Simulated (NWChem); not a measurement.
# triplet SiO at 6 levels

Aim: a comparison of 6 runs (UB3LYP/def2-TZVPPD, U-wB97X/def2-TZVPPD, UB2PLYP/def2-TZVPPD, UBHLYP/def2-TZVPPD, UCAM-B3LYP/def2-TZVPPD, UPBE0/def2-TZVPPD) of triplet SiO. 

The calculation is run with NWChem 7.3.0.

3 further runs of the same task are left out: 1 that didn't finish, 2 set aside as unsound or not needed.

### 1 Starting point

SiO: 2 atoms, total charge 0, spin state triplet. As SMILES of the parent species, `O=[Si]`. The shape is that of a PBE0-D4/def2-TZVP optimisation. That shape belongs to the parent species and isn't relaxed for this state.

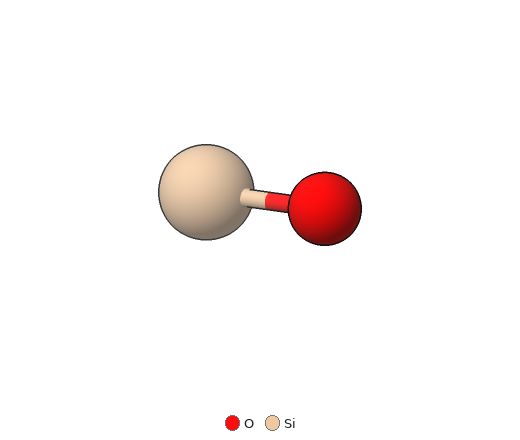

The structure, seen from a chosen angle (oxygen red, silicon light orange).

### 2 The energy at UB3LYP/def2-TZVPPD (run 1)

Contents of a.nw:

```
start a
title "OSi"
memory 2200 mb
charge 0

geometry noautosym nocenter noautoz
O    -0.640700    0.231500   -0.324000
Si    0.640700   -0.231500    0.324000
end

basis "ao basis" spherical bse
* library def2-TZVPPD
end

dft
xc b3lyp
mult 3
grid xfine
convergence energy 1e-08
maxiter 100
mulliken
print low
end

task dft energy
```

Started as:

```bash
$ nwchem a.nw > a.out
```

Standard output:

```text
[...]
 d= 0,ls=0.0,diis     1   -364.4983236694 -4.04D+02  1.06D-02  2.83D-01     1.9
[...]
 d= 0,ls=0.0,diis    12   -364.6371828928 -2.87D-10  1.14D-07  9.67D-11    19.6
[...]
         Total DFT energy =     -364.637182892765
      One electron energy =     -582.479153637647
           Coulomb energy =      208.038232982542
    Exchange-Corr. energy =      -29.479597434282
 Nuclear repulsion energy =       39.283335196622
[...]
      Total Density - Mulliken Population Analysis
     ---------------------------------------------
    Atom       Charge   Shell Charges
 -----------   ------   -------------------------------------------------------
    1 O    8     8.24   0.79  1.18  0.62  0.94  0.27 -0.02  1.85  1.81  0.76  0.02  0.00  0.02  0.00  0.00
    2 Si  14    13.76   2.00  0.58  1.39  1.06  0.56  0.01  4.12  1.69  0.54  1.04  0.46  0.01  0.13  0.12  0.03  0.04
[...]
      <S2> =      2.0070 (Exact =     2.0000)
[...]
```

Wall time 20 s (1 thread of Intel Xeon Platinum 8375C at 2.90GHz (Ice Lake), shared host); peak memory 0.12 GiB.

### 3 The energy at U-wB97X/def2-TZVPPD (run 2)

Contents of osi.nw:

```
start osi
title "OSi wB97X"
memory 2200 mb

geometry units angstroms noautosym nocenter noautoz
  O     -0.640700     0.231500    -0.324000
  Si     0.640700    -0.231500     0.324000
end

basis spherical bse
  O library def2-TZVPPD
  Si library def2-TZVPPD
end

dft
  xc wb97x
  mult 3
  grid xfine
  convergence energy 1e-08
  maxiter 100
  mulliken
  print medium
end

task dft energy
```

Started as:

```bash
$ nwchem osi.nw > osi.out
```

Standard output:

```text
[...]
          Wavefunction type:  spin polarized.
          No. of atoms     :     2
          No. of electrons :    22
[...]
          Charge           :     0
          Spin multiplicity:     3
[...]
          AO basis - number of functions:    88
[...]
              XC Information
              --------------
                       wb97x  Method XC Functional
                     Hartree-Fock (Exact) Exchange  1.000
                         wb97x Exchange Functional  1.000
                      wb97x Correlation Functional  1.000
[...]
 d= 0,ls=0.0,diis     1   -364.4435404928 -4.04D+02  7.49D-03  2.76D-01     5.3
[...]
 d= 0,ls=0.0,diis    12   -364.5806029395 -2.21D-09  3.14D-07  1.28D-10    56.3
[...]
         Total DFT energy =     -364.580602939524
      One electron energy =     -582.479147699004
           Coulomb energy =      208.044823852955
    Exchange-Corr. energy =      -29.429614290096
 Nuclear repulsion energy =       39.283335196622
[...]
      Total Density - Mulliken Population Analysis
     ---------------------------------------------
    Atom       Charge   Shell Charges
 -----------   ------   -------------------------------------------------------
    1 O    8     8.26   0.79  1.18  0.61  0.94  0.29 -0.02  1.83  1.83  0.77  0.00  0.00  0.02  0.01  0.00
    2 Si  14    13.74   2.00  0.58  1.39  1.01  0.57  0.00  4.12  1.69  0.52  1.09  0.44  0.01  0.14  0.12  0.03  0.04
[...]
      <S2> =      2.0091 (Exact =     2.0000)
[...]
```

Run time: 57 s. Hardware: 1 thread of Intel Xeon Platinum 8375C at 2.90GHz (Ice Lake), shared host; peak memory 0.11 GiB.

### 4 The energy at UB2PLYP/def2-TZVPPD (run 3)

Contents of a.nw:

```
start a
memory total 2200 mb

geometry noautosym nocenter noautoz
  O    -0.640700    0.231500   -0.324000
  Si    0.640700   -0.231500    0.324000
end

basis spherical bse
  O library def2-TZVPPD
  Si library def2-TZVPPD
end

dft
  xc hfexch 0.53 becke88 0.47 lyp 0.73 mp2 0.27
  dftmp2 semidirect
  mult 3
  grid xfine
  convergence energy 1e-08
  iterations 100
  mulliken
end

mp2
  freeze core 6
end

task dft
```

Started as:

```bash
$ nwchem a.nw > a.out
```

Standard output:

```text
[...]
          Wavefunction type:  spin polarized.
          No. of atoms     :     2
          No. of electrons :    22
[...]
          Charge           :     0
          Spin multiplicity:     3
[...]
          AO basis - number of functions:    88
[...]
              XC Information
              --------------
                     Hartree-Fock (Exact) Exchange  0.530
                    Becke 1988 Exchange Functional  0.470
              Lee-Yang-Parr Correlation Functional  0.730
[...]
 d= 0,ls=0.0,diis     1   -364.2249731752 -4.04D+02  7.64D-03  2.28D-01     2.0
[...]
 d= 0,ls=0.0,diis    14   -364.3497384866 -4.02D-10  3.55D-08  5.12D-12    23.0
[...]
         Total DFT energy =     -364.349738486602
      One electron energy =     -582.457771029158
           Coulomb energy =      208.038019659472
    Exchange-Corr. energy =      -29.213322313538
 Nuclear repulsion energy =       39.283335196622
[...]
      Total Density - Mulliken Population Analysis
     ---------------------------------------------
    Atom       Charge   Shell Charges
 -----------   ------   -------------------------------------------------------
    1 O    8     8.33   0.79  1.18  0.61  0.96  0.28 -0.02  1.82  1.88  0.79  0.01  0.00  0.02  0.01  0.00
    2 Si  14    13.67   2.00  0.58  1.39  1.02  0.55  0.00  4.12  1.71  0.50  1.02  0.44  0.01  0.14  0.13  0.03  0.04
[...]
      <S2> =      2.0164 (Exact =     2.0000)
[...]
  Basis functions       =     88
[...]
```

Run time: 27 s. Hardware: 1 thread of Intel Xeon Platinum 8375C at 2.90GHz (Ice Lake), shared host; peak memory 0.17 GiB.

Runs 4 to 5 aren't shown in full; the table further down has their settings and results.

### 5 The energy at UPBE0/def2-TZVPPD (run 6)

Contents of run.nw:

```
start run
title "OSi"
memory stack 880 mb heap 220 mb global 1100 mb
geometry noautosym nocenter noautoz
  O       -0.640700       0.231500      -0.324000
  Si       0.640700      -0.231500       0.324000
end
basis "ao basis" spherical bse
  * library def2-TZVPPD
end
dft
  xc pbe0
  mult 3
  grid xfine
  convergence energy 1e-08
  maxiter 100
  mulliken
end
task dft energy
```

Started as:

```bash
$ nwchem run.nw > run.out
```

Standard output:

```text
[...]
          Wavefunction type:  spin polarized.
          No. of atoms     :     2
          No. of electrons :    22
[...]
          Charge           :     0
          Spin multiplicity:     3
[...]
          AO basis - number of functions:    88
[...]
              XC Information
              --------------
                         PBE0 Method XC Functional
                     Hartree-Fock (Exact) Exchange  0.250
          PerdewBurkeErnzerhof Exchange Functional  0.750
            Perdew 1991 LDA Correlation Functional  1.000 local
           PerdewBurkeErnz. Correlation Functional  1.000 non-local
[...]
 d= 0,ls=0.0,diis     1   -364.2789963789 -4.04D+02  1.03D-02  2.69D-01     1.9
[...]
 d= 0,ls=0.0,diis    12   -364.4147428173 -9.78D-10  3.10D-07  3.82D-10    20.0
[...]
         Total DFT energy =     -364.414742817253
      One electron energy =     -582.456690166247
           Coulomb energy =      208.016297476875
    Exchange-Corr. energy =      -29.257685324504
 Nuclear repulsion energy =       39.283335196622
[...]
      Total Density - Mulliken Population Analysis
     ---------------------------------------------
    Atom       Charge   Shell Charges
 -----------   ------   -------------------------------------------------------
    1 O    8     8.29   0.79  1.18  0.61  0.96  0.27 -0.01  1.82  1.85  0.76  0.02  0.00  0.02  0.01  0.00
    2 Si  14    13.71   2.00  0.58  1.39  1.01  0.50  0.00  4.12  1.70  0.51  1.11  0.44  0.01  0.13  0.14  0.03  0.04
[...]
      <S2> =      2.0087 (Exact =     2.0000)
[...]
```

Run time: 21 s. Hardware: 1 thread of Intel Xeon Platinum 8375C at 2.90GHz (Ice Lake), shared host; peak memory 0.12 GiB.

### 6 The series

```
run                   level  frozen core orbitals  energy (Eh)   ⟨S²⟩  wall time
  1      UB3LYP/def2-TZVPPD                     –  -364.637183  2.007       20 s
  2     U-wB97X/def2-TZVPPD                     –  -364.580603  2.009       57 s
  3     UB2PLYP/def2-TZVPPD                     6  -364.455407  2.016       27 s
  4      UBHLYP/def2-TZVPPD                     –  -364.577271  2.015       23 s
  5  UCAM-B3LYP/def2-TZVPPD                     –  -364.597934  2.009       51 s
  6       UPBE0/def2-TZVPPD                     –  -364.414743  2.009       21 s
```

### 7 Outcome

| quantity | value |
| --- | --- |
| run 6: total energy | -364.41474 Eh |
| run 6: dipole moment | 2.53 D |
| run 6: HOMO energy (highest over α and β) | -4.98 eV |
| run 6: ⟨S²⟩ | 2.009 |

What this shows: Over runs 2, 3, 4, 5, 6 the dipole moment (its size) runs from 2.53 D (UPBE0/def2-TZVPPD) to 2.71 D (UB2PLYP/def2-TZVPPD). A double hybrid's value is that of its SCF part. Totals of different functionals can't be ranked against each other. All runs together took 3.3 min, the longest 57 s.
